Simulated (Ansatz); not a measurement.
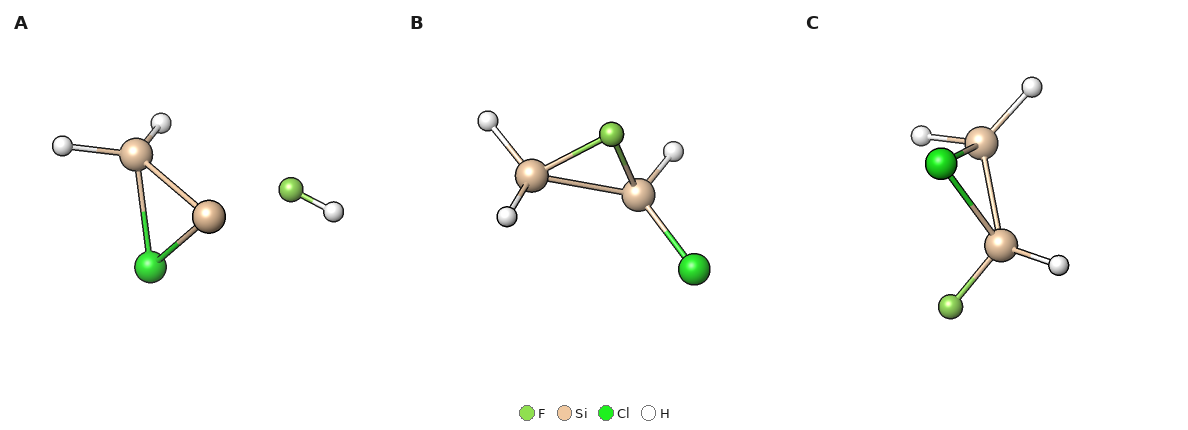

3 stationary structures of one formula. Charge +1, singlet. Geometries: PBE-D4/def2-SVP. Electronic energies: PBE-D4/def2-SVP (Ansatz 0.2.0), without zero-point energy. No frequency run is at hand to confirm each as a minimum. Each is one conformer, not always the lowest.

### Which structure is the most stable?

C is lowest (C1); B lies 29.1 kJ/mol above it (C1), A lies 150.6 kJ/mol above it (C1).
